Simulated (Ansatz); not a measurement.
**C2H4ClSi (SMILES C=C[SiH]Cl) at 6 levels**

Aim: a comparison of 6 runs (UHF/3-21G, UHF/def2-SVP, UB3LYP/6-31G*, UB2PLYP/def2-SVP, UB3LYP/def2-SVP, UPBE/def2-SVP) of C2H4ClSi. 

The results are computed with Ansatz 0.2.0.

57 further runs of the same task are left out: 57 set aside as unsound or not needed.

## (1) The molecule

The species is C2H4ClSi (8 atoms), meant as a doublet with charge 0. As SMILES, `C=C[SiH]Cl`. The C1–C2 distance was set to 2.937 Å, away from the relaxed value. At this shape a bond of the SMILES string is far longer than usual.

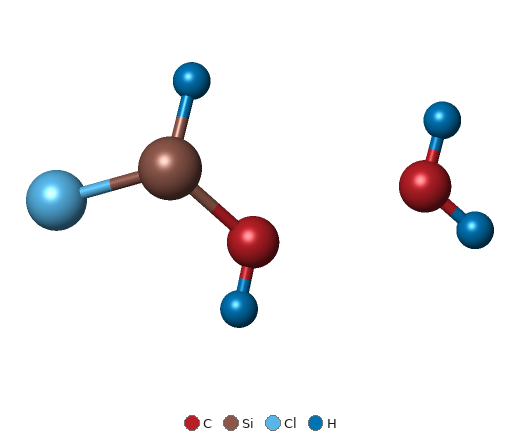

Viewed from a chosen angle; carbon red, silicon brown, chlorine blue, hydrogen blue.

## (2) The energy at UHF/3-21G (run 1)

The input, in.yaml:

```yaml
basis:
  gaussian: {orbitals: 3-21G.json}
crystal:
  periodic: [false, false, false]
  atoms:
    - {symbol: C, position_ang: [0.669200, 2.339414, -1.577802]}
    - {symbol: C, position_ang: [0.628500, -0.066700, 0.105400]}
    - {symbol: Si, position_ang: [-0.903600, -0.642600, 0.947100]}
    - {symbol: Cl, position_ang: [-1.031600, -2.697900, 0.941300]}
    - {symbol: H, position_ang: [-0.234700, 2.900614, -1.798702]}
    - {symbol: H, position_ang: [1.586100, 2.717314, -2.020602]}
    - {symbol: H, position_ang: [1.561300, -0.591000, 0.301600]}
    - {symbol: H, position_ang: [-2.116300, -0.079100, 0.291500]}
magnetization: {spin_polarized: true, initial_magnetization: 1}
hamiltonian: {xc: hf}
accuracy: high
output: {orbitals: {seedname: orbitals}}
```

The basis set 3-21G is read from a file made from the Basis Set Exchange's data (not shown).

Run with:

```console
$ ansatz run in.yaml --threads 1 --pin off --max-ram 3480MiB --events-out events.jsonl --progress --plain --runs-dir runs
```

Output:

```text
Warning: RAYON_NUM_THREADS=1 ignored (pool sized by the plan → 1); use --threads N
Functional definition: HF
  name "HF"
  exchange = exact_x
  correlation = 0
1167 factors; integrals over basis functions are off by at most 2.7e-8 eV
mean field evaluation 1: about -22364.6917 eV, gradient 1.9e1 eV
mean field evaluation 2: about -22364.9057 eV, gradient 1.9e1 eV
mean field evaluation 4: about -22368.5556 eV, gradient 3.8e0 eV
mean field evaluation 8: about -22369.0188 eV, gradient 1.5e0 eV
mean field evaluation 16: about -22370.8420 eV, gradient 1.9e-3 eV
mean field evaluation 32: about -22371.4796 eV, gradient 6.2e-1 eV
mean field evaluation 64: about -22371.0398 eV, gradient 1.6e-8 eV
mean field evaluation 96: about -22368.5098 eV, gradient 3.4e0 eV
mean field evaluation 128: about -22359.6962 eV, gradient 2.0e1 eV
mean field -22371.73232553 eV, -822.1459988583 hartree, gradient 1.5e-8 eV, S^2 2.500672; 4 other end points of the search recorded, 0 dependent functions left out
reference -22371.73232553 eV, -822.1459988583 hartree; 24, 23 occupied and 28, 29 virtual orbitals, 1167 factors
Total energy: -22371.73232553 eV, -822.1459988583 hartree
```

It took 3.9 s on 1 thread of Intel Xeon Platinum 8488C (Sapphire Rapids), shared host; peak memory 0.19 GiB.

## (3) The energy at UHF/def2-SVP (run 2)

The input, run.yaml:

```yaml
crystal:
  periodic: [false, false, false]
  atoms:
    - {symbol: C, position_ang: [0.669200, 2.339414, -1.577802]}
    - {symbol: C, position_ang: [0.628500, -0.066700, 0.105400]}
    - {symbol: Si, position_ang: [-0.903600, -0.642600, 0.947100]}
    - {symbol: Cl, position_ang: [-1.031600, -2.697900, 0.941300]}
    - {symbol: H, position_ang: [-0.234700, 2.900614, -1.798702]}
    - {symbol: H, position_ang: [1.586100, 2.717314, -2.020602]}
    - {symbol: H, position_ang: [1.561300, -0.591000, 0.301600]}
    - {symbol: H, position_ang: [-2.116300, -0.079100, 0.291500]}
basis:
  gaussian:
    orbitals: def2-SVP
magnetization:
  spin_polarized: true
  initial_magnetization: 1
hamiltonian:
  xc: hf
accuracy: high
output: {orbitals: {seedname: orbitals}}
```

Run with:

```console
$ ansatz run run.yaml --threads 1 --pin off --max-ram 3480MiB --events-out events.jsonl --progress --plain --runs-dir runs
```

Output (excerpt; [...] marks lines left out):

```text
Warning: RAYON_NUM_THREADS=1 ignored (pool sized by the plan → 1); use --threads N
[... 2 set-up lines as earlier in the session ...]
[...]
1768 factors; integrals over basis functions are off by at most 9.3e-9 eV
[...]
mean field -22477.17154912 eV, -826.0208188559 hartree, gradient 3.2e-8 eV, S^2 2.514979; 8 other end points of the search recorded, 0 dependent functions left out
reference -22477.17154912 eV, -826.0208188559 hartree; 24, 23 occupied and 60, 61 virtual orbitals, 1768 factors
Total energy: -22477.17154912 eV, -826.0208188559 hartree
```

Run time: 19 s. Hardware: 1 thread of Intel Xeon Platinum 8488C (Sapphire Rapids), shared host; peak memory 0.32 GiB.

Runs 3 to 5 aren't shown in full; the table further down has their settings and results.

## (4) The energy at UPBE/def2-SVP (run 6)

The input, job.yaml:

```yaml
crystal:
  periodic: [false, false, false]
  atoms:
    - {symbol: C, position_ang: [0.669200, 2.339414, -1.577802]}
    - {symbol: C, position_ang: [0.628500, -0.066700, 0.105400]}
    - {symbol: Si, position_ang: [-0.903600, -0.642600, 0.947100]}
    - {symbol: Cl, position_ang: [-1.031600, -2.697900, 0.941300]}
    - {symbol: H, position_ang: [-0.234700, 2.900614, -1.798702]}
    - {symbol: H, position_ang: [1.586100, 2.717314, -2.020602]}
    - {symbol: H, position_ang: [1.561300, -0.591000, 0.301600]}
    - {symbol: H, position_ang: [-2.116300, -0.079100, 0.291500]}
basis:
  gaussian:
    orbitals: def2-SVP
magnetization:
  spin_polarized: true
  initial_magnetization: 1
hamiltonian:
  xc: pbe
accuracy: high
output:
  orbitals: {seedname: orbitals}
```

Run with:

```console
$ ansatz run job.yaml --threads 1 --pin off --max-ram 3480MiB --events-out events.jsonl --progress --plain --runs-dir runs
```

Output (excerpt; [...] marks lines left out):

```text
Warning: RAYON_NUM_THREADS=1 ignored (pool sized by the plan → 1); use --threads N
Functional definition: PBE
  name "PBE"
[...]
1768 factors; integrals over basis functions are off by at most 9.3e-9 eV
[...]
mean field -22511.96206009 eV, -827.2993465524 hartree, gradient 3.4e-8 eV, S^2 1.615438; 8 other end points of the search recorded, 0 dependent functions left out
reference -22511.96206342 eV, -827.2993466747 hartree; 24, 23 occupied and 60, 61 virtual orbitals, 1768 factors
Total energy: -22511.96206342 eV, -827.2993466747 hartree
```

Wall time 23 s (1 thread of Intel Xeon Platinum 8488C (Sapphire Rapids), shared host); peak memory 0.28 GiB.

## (5) The series

| run | level | frozen core orbitals | energy (Eh) | HOMO energy (eV) | LUMO energy (eV) | ⟨S²⟩ | wall time |
| --- | --- | --- | --- | --- | --- | --- | --- |
| 1 | UHF/3-21G | – | -822.145999 | -9.62 | 0.98 | 2.501 | 3.9 s |
| 2 | UHF/def2-SVP | – | -826.020819 | -9.36 | 1.51 | 2.515 | 19 s |
| 3 | UB3LYP/6-31G* (spherical functions) | – | -828.036941 | -6.37 | -3.06 | 1.838 | 39 s |
| 4 | UB2PLYP/def2-SVP | 12 | -827.373507 | -7.50 | -1.12 | 2.241 | 37 s |
| 5 | UB3LYP/def2-SVP | – | -827.783559 | -6.37 | -3.08 | 1.834 | 43 s |
| 6 | UPBE/def2-SVP | – | -827.299347 | -5.44 | -3.94 | 1.615 | 23 s |

## (6) Results

| quantity | value |
| --- | --- |
| run 6: total energy | -827.29935 Eh |
| run 6: HOMO energy (highest over α and β) | -5.44 eV |
| run 6: LUMO energy (lowest over α and β) | -3.94 eV |
| run 6: ⟨S²⟩ | 1.615 |

Totals of different functionals can't be ranked against each other. Spin contamination of the reference: run 2 ⟨S²⟩ = 2.51, run 1 ⟨S²⟩ = 2.50, run 4 ⟨S²⟩ = 2.24, run 3 ⟨S²⟩ = 1.84, run 5 ⟨S²⟩ = 1.83, run 6 ⟨S²⟩ = 1.62. Where it is this large, the reference is a mixture of spin states, and values that rest on it are in doubt. All runs together took 2.7 min, the longest 43 s.
